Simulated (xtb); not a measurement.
Energy and gradient calculation, with input and output: C2H8GaN

- system: C2H8GaN (GaMe2(NH2)), SMILES [CH3][Ga]([CH3])[NH2]
- method: GFN2-xTB (xtb 6.7.1)

The geometry was optimised with GFN2-xTB.

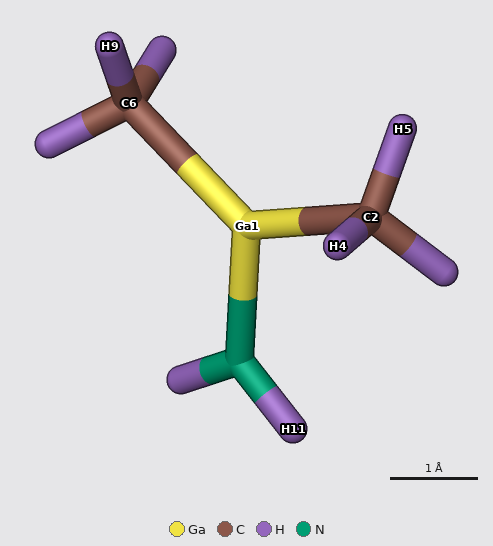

*The input geometry (stick view, seen at a tilt; atoms are numbered from 1 in the order of the input). Sticks mark near contacts.*

**Key numbers**

```tsv
quantity	value
outcome	converged
electrons treated	24
total energy	−12.448791 hartree
dispersion energy	−0.005136 hartree
basis functions	30
largest force	0.001 eV/Å
HOMO	−10.01 eV
LUMO	−5.65 eV
dipole moment	0.23 D
hardware	1 thread of Intel Xeon @ 2.50GHz (Skylake/Cascade Lake), 189 GiB of memory available, shared host
peak memory	0.072 GiB
```

**Notes**

Settings chosen away from the usual ones: method = gfn2-xtb; task = gradient; x = {"accuracy": 30}; geo = {"prev": "A"}. These settings are looser than, or depart from, a standard set-up, so the numbers are not reference values for this system.

**Input (mol.xyz)**
```
12
C2H8GaN
Ga    -0.05903    -0.10318    -0.00018
C      1.96713    -0.25614     0.06220
H      2.29232    -1.19201    -0.39794
H      2.32264    -0.24789     1.09571
H      2.44707     0.57457    -0.46009
C     -1.19445     1.58214    -0.05939
H     -2.14393     1.41935     0.45582
H     -1.41692     1.85994    -1.09279
H     -0.68369     2.42615     0.40948
N     -0.97817    -1.68060    -0.00368
H     -0.56711    -2.60561    -0.00740
H     -1.98586    -1.77671    -0.00175
```

Run as:
```bash
xtb mol.xyz --grad --acc 30 --gfn 2 > out.txt
```

**The program's output**
```
* xtb version 6.7.1
   ID    Z sym.   atoms
    1   31 Ga     1
    2    6 C      2, 6
    3    1 H      3-5, 7-9, 11, 12
    4    7 N      10

           -------------------------------------------------
          |                Calculation Setup                |
           -------------------------------------------------

          program call               : xtb mol.xyz --grad --acc 30 --gfn 2
          coordinate file            : mol.xyz
          omp threads                :                     1

           -------------------------------------------------
          |                 G F N 2 - x T B                 |
           -------------------------------------------------

      * Hamiltonian:
        H0-scaling (s, p, d)           1.850000    2.230000    2.230000
        zeta-weighting                 0.500000
      * Dispersion:
        s8                             2.700000
        a1                             0.520000
        a2                             5.000000
        s9                             5.000000
      * Repulsion:
        kExp                           1.500000    1.000000
        rExp                           1.000000
      * Coulomb:
        alpha                          2.000000
        third order                    shell-resolved
        anisotropic                    true
        a3                             3.000000
        a5                             4.000000
        cn-shift                       1.200000
        cn-exp                         4.000000
        max-rad                        5.000000

          ...................................................
          :                      SETUP                      :
          :.................................................:
          :  # basis functions                  30          :
          :  # atomic orbitals                  29          :
          :  # shells                           17          :
          :  # electrons                        24          :
          :  max. iterations                   250          :
          :  Hamiltonian                  GFN2-xTB          :
          :  restarted?                      false          :
          :  GBSA solvation                  false          :
          :  PC potential                    false          :
          :  electronic temp.          300.0000000     K    :
          :  accuracy                   30.0000000          :
          :  -> integral cutoff          0.2000000E+02      :
          :  -> integral neglect         0.3000000E-06      :
          :  -> SCF convergence          0.3000000E-04 Eh   :
          :  -> wf. convergence          0.3000000E-02 e    :
          :  Broyden damping             0.4000000          :
          :  net charge                          0          :
          :  unpaired electrons                  0          :
          ...................................................

 iter      E             dE          RMSdq      gap      omega  full diag
   1    -12.5789993 -0.125790E+02  0.123E+01    3.75       0.0  T
   2    -12.5998904 -0.208911E-01  0.729E+00    4.49       1.0  T
   3    -12.6000980 -0.207623E-03  0.201E+00    4.18       1.0  T
   4    -12.6016597 -0.156169E-02  0.291E-01    4.38       1.0  T
   5    -12.6017612 -0.101468E-03  0.170E-01    4.39       1.0  T
   6    -12.6017666 -0.537956E-05  0.727E-02    4.36       1.0  T
   7    -12.6017688 -0.225454E-05  0.218E-02    4.36       1.3  T
   8    -12.6017693 -0.525597E-06  0.295E-03    4.36       9.8  T

   *** convergence criteria satisfied after 8 iterations ***

         #    Occupation            Energy/Eh            Energy/eV
      -------------------------------------------------------------
         1        2.0000           -0.5835519             -15.8793
       ...           ...                  ...                  ...
         6        2.0000           -0.4668140             -12.7027
         7        2.0000           -0.4651920             -12.6585
         8        2.0000           -0.4641862             -12.6312
         9        2.0000           -0.4624638             -12.5843
        10        2.0000           -0.4143853             -11.2760
        11        2.0000           -0.3808016             -10.3621
        12        2.0000           -0.3678444             -10.0096 (HOMO)
        13                         -0.2076195              -5.6496 (LUMO)
        14                         -0.1169150              -3.1814
        15                          0.0227267               0.6184
        16                          0.0583530               1.5879
        17                          0.0709997               1.9320
       ...                                ...                  ...
        29                          1.1780087              32.0552
      -------------------------------------------------------------
                  HL-Gap            0.1602249 Eh            4.3599 eV
             Fermi-level           -0.2877319 Eh           -7.8296 eV

 SCC (total)                   0 d,  0 h,  0 min,  0.013 sec
 SCC setup                      ...        0 min,  0.000 sec (  1.400%)
 Dispersion                     ...        0 min,  0.000 sec (  0.889%)
 classical contributions        ...        0 min,  0.000 sec (  0.275%)
 integral evaluation            ...        0 min,  0.002 sec ( 15.898%)
 iterations                     ...        0 min,  0.006 sec ( 45.686%)
 molecular gradient             ...        0 min,  0.004 sec ( 33.427%)
 printout                       ...        0 min,  0.000 sec (  2.234%)

         :::::::::::::::::::::::::::::::::::::::::::::::::::::
         ::                     SUMMARY                     ::
         :::::::::::::::::::::::::::::::::::::::::::::::::::::
         :: total energy             -12.448791240840 Eh    ::
         :: gradient norm              0.000031649327 Eh/a0 ::
         :: HOMO-LUMO gap              4.359942400935 eV    ::
         ::.................................................::
         :: SCC energy               -12.601753297389 Eh    ::
         :: -> isotropic ES            0.027474991875 Eh    ::
         :: -> anisotropic ES          0.002395997134 Eh    ::
         :: -> anisotropic XC          0.005960523544 Eh    ::
         :: -> dispersion             -0.005136221302 Eh    ::
         :: repulsion energy           0.152962056549 Eh    ::
         :: add. restraining           0.000000000000 Eh    ::
         :: total charge               0.000000000000 e     ::
         :::::::::::::::::::::::::::::::::::::::::::::::::::::

           -------------------------------------------------
          |                Property Printout                |
           -------------------------------------------------

    * Orbital Energies and Occupations

         #    Occupation            Energy/Eh            Energy/eV
      -------------------------------------------------------------
         1        2.0000           -0.5835519             -15.8793
         2        2.0000           -0.5730355             -15.5931
         3        2.0000           -0.5721458             -15.5689
         4        2.0000           -0.5237809             -14.2528
         5        2.0000           -0.4935626             -13.4305
         6        2.0000           -0.4668140             -12.7027
         7        2.0000           -0.4651920             -12.6585
         8        2.0000           -0.4641862             -12.6312
         9        2.0000           -0.4624638             -12.5843
        10        2.0000           -0.4143853             -11.2760
        11        2.0000           -0.3808016             -10.3621
        12        2.0000           -0.3678444             -10.0096 (HOMO)
        13                         -0.2076195              -5.6496 (LUMO)
        14                         -0.1169150              -3.1814
        15                          0.0227267               0.6184
        16                          0.0583530               1.5879
        17                          0.0709997               1.9320
        18                          0.0889624               2.4208
        19                          0.0949855               2.5847
        20                          0.1813715               4.9354
        21                          0.1819746               4.9518
        22                          0.2053449               5.5877
        23                          0.2112505               5.7484
       ...                                ...                  ...
        29                          1.1780087              32.0552
      -------------------------------------------------------------
                  HL-Gap            0.1602249 Eh            4.3599 eV
             Fermi-level           -0.2877319 Eh           -7.8296 eV

     #   Z          covCN         q      C6AA      α(0)
     1  31 Ga       2.516    -0.003   218.870    33.177
     2   6 C        3.627    -0.146    23.803     7.028
     3   1 H        0.924     0.062     2.173     2.305
     4   1 H        0.924     0.056     2.250     2.346
     5   1 H        0.924     0.055     2.262     2.352
     6   6 C        3.627    -0.146    23.804     7.029
     7   1 H        0.924     0.062     2.177     2.307
     8   1 H        0.924     0.056     2.246     2.344
     9   1 H        0.924     0.055     2.261     2.352
    10   7 N        2.528    -0.381    29.875     8.117
    11   1 H        0.860     0.165     1.303     1.788
    12   1 H        0.860     0.165     1.302     1.788

 Mol. C6AA /au·bohr⁶  :       1653.289667
 Mol. C8AA /au·bohr⁸  :      72797.293557
 Mol. α(0) /au        :         72.932417

Wiberg/Mayer (AO) data.
largest (>0.10) Wiberg bond orders for each atom

 ---------------------------------------------------------------------------
     #   Z sym  total        # sym  WBO       # sym  WBO       # sym  WBO
 ---------------------------------------------------------------------------
     1  31 Ga   3.451 --    10 N    1.210     2 C    0.905     6 C    0.905
     2   6 C    3.971 --     5 H    0.938     4 H    0.934     3 H    0.933
                             1 Ga   0.905     6 C    0.164
     3   1 H    0.996 --     2 C    0.933
     4   1 H    0.997 --     2 C    0.934
     5   1 H    0.997 --     2 C    0.938
     6   6 C    3.971 --     9 H    0.938     8 H    0.934     7 H    0.933
                             1 Ga   0.905     2 C    0.164
     7   1 H    0.996 --     6 C    0.933
     8   1 H    0.997 --     6 C    0.934
     9   1 H    0.997 --     6 C    0.938
    10   7 N    3.238 --     1 Ga   1.210    11 H    0.924    12 H    0.924
    11   1 H    0.973 --    10 N    0.924
    12   1 H    0.973 --    10 N    0.924
 ---------------------------------------------------------------------------

Topologies differ in total number of bonds
Writing topology from bond orders to xtbtopo.mol

molecular dipole:
                 x           y           z       tot (Debye)
 q only:       -0.010      -0.017       0.000
   full:        0.044       0.077       0.000       0.225
molecular quadrupole (traceless):
                xx          xy          yy          xz          yz          zz
 q only:        1.376      -0.007       1.364       0.032      -0.011      -2.739
  q+dip:        2.415      -0.044       2.346       0.159      -0.079      -4.761
   full:        0.676       0.144       0.823      -0.024       0.018      -1.499

           -------------------------------------------------
          | TOTAL ENERGY              -12.448791240840 Eh   |
          | GRADIENT NORM               0.000031649327 Eh/α |
          | HOMO-LUMO GAP               4.359942400935 eV   |
           -------------------------------------------------

------------------------------------------------------------------------
------------------------------------------------------------------------
 total:
 *  cpu-time:     0 d,  0 h,  0 min,  0.036 sec
 * ratio c/w:     0.998 speedup
 SCF:
 *  cpu-time:     0 d,  0 h,  0 min,  0.013 sec
 * ratio c/w:     1.000 speedup
```
